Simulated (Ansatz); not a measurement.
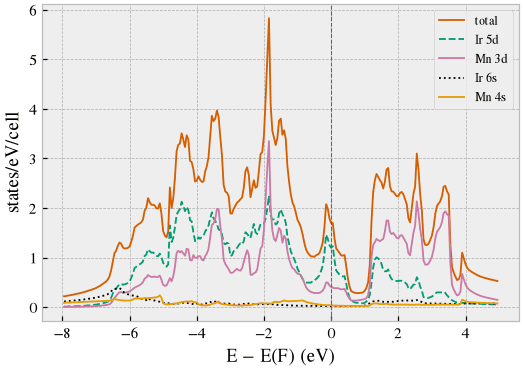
*Total and projected density of states of MnIr (CsCl type, Pm-3m), the program Ansatz at the r²SCAN level (PAW)*

Which orbitals carry the states next to the Fermi level?

Within 0.5 eV of the Fermi level: Ir 5d 64 %, Mn 3d 28 %. Projections are on Löwdin-orthogonalised atomic valence shells; empty p or d shells of many metals are not among them.

Where is the tallest occupied peak in this window, and what makes it?

Near -1.9 eV, about 5.8 states/eV per cell; the largest projected share is Mn 3d.

The workflow started from an entry of the Crystallography Open Database (COD); the relaxed space group is not among those it files for this formula. COD files the formula under space group No. 123, so this cell is another polymorph or a model. Its standing as an ambient phase is unchecked. The cell keeps a stress of up to 0.2 GPa. The cell was relaxed with r²SCAN under the symmetry of its start; its stability against distortions is not shown here. The final state is ferromagnetic, chosen from 5 collinear starts compared on coarse meshes (ties went to the first, and starts can fall back to one state), not a proven ground state. Other orbital occupations within this spin state were not tried. Scalar-relativistic: spin–orbit coupling is off unless named, which matters more the heavier the elements.

Potentials: the later of the program's two PAW sets.
